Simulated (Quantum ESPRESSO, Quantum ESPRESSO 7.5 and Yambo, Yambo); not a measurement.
# Excitons of KI (Fm-3m) on ever denser meshes

Wanted: excitons and ε₂ of KI (Fm-3m), with cost.

Method: PBE and many-body steps on it, plane waves, in Quantum ESPRESSO 7.5 and Yambo 5.3.0.

## Step 1: Starting point

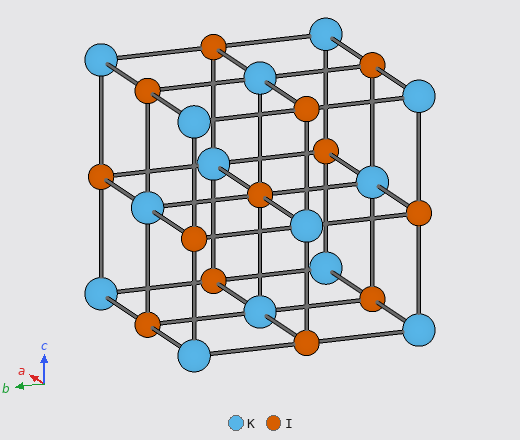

The starting structure, seen from a free direction (potassium blue, iodine orange). This picture shows the conventional cell, with its axes. Some periodic images of atoms are drawn too.

The cell and positions come from the Crystallography Open Database and are kept as given unless a step says otherwise. Spin-orbit coupling is left out unless a step names it.

## Step 2: Empty states on the mesh, 4×4×4 mesh, 147 bands

This step: Quantum ESPRESSO 7.5; DFT, PBE, plane waves, norm-conserving pseudopotentials.

The sums over transitions need many empty states on a uniform mesh; this step solves for them.

pw.in

```
&control
  calculation = 'nscf'
  prefix = 'x'
  outdir = 'o'
  pseudo_dir = 'pseudo'
/
&system
  ibrav = 0
  nat = 2
  ntyp = 2
  ecutwfc = 76.0
  nbnd = 147
  force_symmorphic = .true.
/
&electrons
  conv_thr = 1e-9
  electron_maxstep = 80
  diago_full_acc = .true.
  diago_thr_init = 5e-6
/
ATOMIC_SPECIES
  K 39.098 K.upf
  I 126.9 I.upf
CELL_PARAMETERS angstrom
  0.0000000000 3.5327750000 3.5327750000
  3.5327750000 0.0000000000 3.5327750000
  3.5327750000 3.5327750000 -0.0000000000
ATOMIC_POSITIONS crystal
  K 0.0000000000 0.0000000000 0.0000000000
  I 0.5000000000 0.5000000000 0.5000000000
K_POINTS automatic
  4 4 4 0 0 0
```

The run is started by

```sh
> OMP_NUM_THREADS=1 mpirun -n 4 pw.x -nk 4 -in pw.in > pw.out
```

The program printed:

```text
Program PWSCF v.7.5 starts

     This program is part of the open-source Quantum ESPRESSO suite
     for quantum simulation of materials; please cite
         "P. Giannozzi et al., J. Phys.:Condens. Matter 21 395502 (2009);
         "P. Giannozzi et al., J. Phys.:Condens. Matter 29 465901 (2017);
         "P. Giannozzi et al., J. Chem. Phys. 152 154105 (2020);
     in publications or presentations arising from this work. More details at

     Atomic positions and unit cell read from directory:
     o/x.save/

     Message from routine setup:
[...]
41.5888  42.7574  42.7574  43.4954  43.4954  43.5600  43.5600  43.5875
     [... 7 further rows ...]
    68.8451  68.8451  69.9535  69.9830  69.9830  70.1362  71.7432  71.7432
    72.7317  72.7317  73.0523

          k = 0.3536 0.0000 0.0000 (  6643 PWs)   bands (ev):

     [... further k-points ...]

     highest occupied, lowest unoccupied level (ev):     2.8347    6.8023

     XML data file, pseudopotentials, collected wavefunctions

=------------------------------------------------------------------------------=
   JOB DONE.
=------------------------------------------------------------------------------=
```

Run time: 25 s. Hardware: 4 MPI ranks of Arm Neoverse V1, shared host; peak memory 0.56 GiB; 1.7 min of CPU time.

Numbers from this step:

- gap: 3.968 eV
- k of the valence top: 0, 0, 0
- k of the conduction bottom: 0, 0, 0
- least direct gap: 3.968 eV
- k points computed: 8
- lowest point of the top converged band, above the valence top: 67.9421 eV

On this mesh the gap is 3.968 eV.

The density comes from a self-consistent run that is not shown.

## Step 3: Conversion and set-up

This step: Yambo 5.3.0; conversion and set-up on PBE, plane waves, norm-conserving pseudopotentials.

The states are converted to the many-body program's format and the q mesh is built.

The run is started by

```sh
> (cd o/x.save; p2y > p2y.log; mv SAVE ../..); yambo > setup.log
```

The program printed:

```text
 Yambo, version 5.3.0

 [02] CORE Variables Setup
 =========================

  [02.01] Unit cells
  ==================

  Cell kind             :  FCC
  Atoms in the cell     :  K  I
  number of K  atoms    :  1
  number of I  atoms    :  1

  List of atomic masses
  Mass of K     :  39.09800
  Mass of I     :  126.9000

  List of atomic coordinates    : [cc]
  K1       :  0.000000  0.000000  0.000000  order 1
  I1       :  6.675977  6.675977  6.675977  order 2

  Alat factors          :  6.675977  6.675977  6.675977 [a.u.]
  Direct lattice volume :  595.0789 [a.u.]
[...]
==========================================

 IBZ Q-points                                      :   8
 BZ  Q-points                                      :   64

 K/Q-points units:
 rlu = crystal or reduced units; cc = cartesian coordinates; iku = interal k-units

 Q [1]          [rlu]:  0.000000  0.000000  0.000000
 Q [2]          [rlu]: -0.66843E-18 -0.66843E-18  0.25000
 Q [3]          [rlu]:  0.13369E-17  0.13369E-17 -0.50000
[...]
Q [7]          [rlu]:  0.40852E-17 -0.50000     -0.50000
 Q [8]          [rlu]:  0.250000 -0.500000 -0.250000

  [03.01] X indexes
  =================

   [03.01.01] Sigma indexes
   ========================

 [06] Game Over & Game summary
```

Run time: 3.5 s. Hardware: 1 MPI rank; peak memory 0.26 GiB.

## Step 4: Screening and self-energy, 4×4×4 mesh, 147 bands, screening to 149.7 eV

G0W0 replaces the xc potential by the self-energy, built once from these orbitals. Only a window of levels is corrected, while the sums run over the empty bands that the input names.

This step: G0W0 on PBE, plane waves, norm-conserving pseudopotentials.

gw1.in

```
HF_and_locXC
gw0
dyson
ppa
em1d
rim_cut
RandQpts= 1000000
RandGvec= 1 RL
EXXRLvcs= 76 Ry
VXCRLvcs= 304 Ry
Chimod= "HARTREE"
% BndsRnXp
 1 | 147 |
%
NGsBlkXp= 11 Ry
% LongDrXp
 1 | 1 | 1 |
%
% GbndRnge
 1 | 147 |
%
DysSolver= "n"
ExtendOut
PPAPntXp= 27.21138 eV
% QPkrange
 1 | 1 | 16 | 19 |
%
```

The run is started by

```sh
> OMP_NUM_THREADS=1 mpirun -n 4 yambo -F gw1.in -J gw1 -C gw1 > gw1.log
```

The program printed:

```text
 Yambo, version 5.3.0

 [02] CORE Variables Setup
 =========================

  [... cell, symmetries and grids as in the set-up ...]

  [02.05] Energies & Occupations
  ==============================

  [X] === General ===
  [X] Electronic Temperature                        :  0.000000  0.000000 [eV K]
  [X] Bosonic    Temperature                        :  0.000000  0.000000 [eV K]
  [X] Finite Temperature mode                       : no
  [X] El. density                                   :  0.38557E+24 [cm-3]
[...]
Sx RL components                                 :   6735

   QP @ state[ 1 ] K range                          :  1  1
   QP @ state[ 1 ] b range                          :  16  19
   GF energies kind                                 : Perdew, Burke & Ernzerhof(X)+Perdew, Burke & Ernzerhof(C)
   GF WF`s kind                                     : Perdew, Burke & Ernzerhof(X)+Perdew, Burke & Ernzerhof(C)
   Xs energies kind                                 : Perdew, Burke & Ernzerhof(X)+Perdew, Burke & Ernzerhof(C)
   Xs WF`s kind                                     : Perdew, Burke & Ernzerhof(X)+Perdew, Burke & Ernzerhof(C)

 [11] Game Over & Game summary
```

Elapsed: 4 min, on 4 MPI ranks; peak memory 2.1 GiB; 16 min of CPU time.

This step gave:

* G0W0 gap on the points computed: 6.025 eV
* starting gap on the mesh: 3.968 eV
* k of the valence top: 0, 0, 0
* k of the conduction bottom: 0, 0, 0
* least direct G0W0 gap on the computed points: 6.025 eV

The gap on the mesh goes from 3.97 eV to 6.02 eV, a correction of +2.06 eV.

The gap opens by 2.057 eV; the next steps shift the empty bands rigidly by 2.057 eV.

## Step 5: Empty states on the mesh, 4×4×4 mesh, 37 bands

This step: Quantum ESPRESSO 7.5; DFT, PBE, plane waves, norm-conserving pseudopotentials.

pw.in: that of step 2 with these lines changed.

```diff
@@ -11,3 +11,3 @@
   ecutwfc = 76.0
-  nbnd = 147
+  nbnd = 37
   force_symmorphic = .true.
```

The run is started by

```sh
> OMP_NUM_THREADS=1 mpirun -n 4 pw.x -nk 4 -in pw.in > pw.out
```

The program printed:

```text
[banner, memory and clock lines left out]
Program PWSCF v.7.5 starts

     Atomic positions and unit cell read from directory:
     o/x.save/

     Message from routine setup:
     using ibrav=0 with symmetry is DISCOURAGED, use correct ibrav instead

     G-vector sticks info

     bravais-lattice index     =            0
     lattice parameter (alat)  =       9.4413  a.u.
     unit-cell volume          =     595.0789 (a.u.)^3
     number of atoms/cell      =            2
     number of atomic types    =            2
     number of electrons       =        34.00
[...]
19.2741  19.6638  19.6638  22.6902  22.8213

          k =-0.3536-0.3536 0.3536 (  6658 PWs)   bands (ev):

  -170.5835-117.4418-117.4417-117.4417 -39.8399 -39.8399 -39.8382 -39.8285
[...]
2.5000   8.3727  10.5460  11.0209  11.0209  11.5289  11.5289  12.1564
    12.9175  12.9175  14.3973  14.3973  15.1313  16.4470  18.5941  18.5941
    20.0995  20.3808  21.5206  21.5206  22.5547

          k = 0.3536 0.0000 0.0000 (  6643 PWs)   bands (ev):

     [... further k-points ...]

     highest occupied, lowest unoccupied level (ev):     2.8347    6.8023

     XML data file, pseudopotentials, collected wavefunctions
```

Wall time 6.4 s (4 MPI ranks); peak memory 0.32 GiB; 25 s of CPU time.

Numbers from this step:

| Property | Result |
| --- | --- |
| gap | 3.968 eV |
| k of the valence top | 0, 0, 0 |
| k of the conduction bottom | 0, 0, 0 |
| least direct gap | 3.968 eV |
| k points computed | 8 |
| lowest point of the top converged band, above the valence top | 17.71 eV |

On this mesh the gap is 3.968 eV.

## Step 6: Conversion and set-up

This step: Yambo 5.3.0; conversion and set-up on PBE, plane waves, norm-conserving pseudopotentials.

The run is started by

```sh
> (cd o/x.save; p2y > p2y.log; mv SAVE ../..); yambo > setup.log
```

The program printed:

```text
 Yambo, version 5.3.0

 [02] CORE Variables Setup
 =========================

  [02.01] Unit cells
  ==================

  Cell kind             :  FCC
  Atoms in the cell     :  K  I
  number of K  atoms    :  1
  number of I  atoms    :  1

  List of atomic masses
  Mass of K     :  39.09800
  Mass of I     :  126.9000

  List of atomic coordinates    : [cc]
  K1       :  0.000000  0.000000  0.000000  order 1
  I1       :  6.675977  6.675977  6.675977  order 2

  Alat factors          :  6.675977  6.675977  6.675977 [a.u.]
  Direct lattice volume :  595.0789 [a.u.]
[...]
==========================================

 IBZ Q-points                                      :   8
 BZ  Q-points                                      :   64

 K/Q-points units:
 rlu = crystal or reduced units; cc = cartesian coordinates; iku = interal k-units

 Q [1]          [rlu]:  0.000000  0.000000  0.000000
 Q [2]          [rlu]: -0.66843E-18 -0.66843E-18  0.25000
 Q [3]          [rlu]:  0.13369E-17  0.13369E-17 -0.50000
[...]
Q [7]          [rlu]:  0.40852E-17 -0.50000     -0.50000
 Q [8]          [rlu]:  0.250000 -0.500000 -0.250000

  [03.01] X indexes
  =================

   [03.01.01] Sigma indexes
   ========================

 [06] Game Over & Game summary
```

Run time: 3.5 s. Hardware: 1 MPI rank; peak memory 0.26 GiB.

(Part 1 of 4 ends here.)

[Paths, hosts, dates, memory and timing lines, banners, echoed tables and standing remarks are left out of the program output.]

[Logs are printed without paths, hosts, clocks, repeated set-up lines and the standing remarks that a program may print on its own settings, such as how far it seeks lower states.]

[Runs of the session that timed out or met a known fault of the program may be left out.]

[Hosts, paths, dates, database ids (printed as entryN), source tags and the programs' standing remarks are cut or masked in the printed files.]
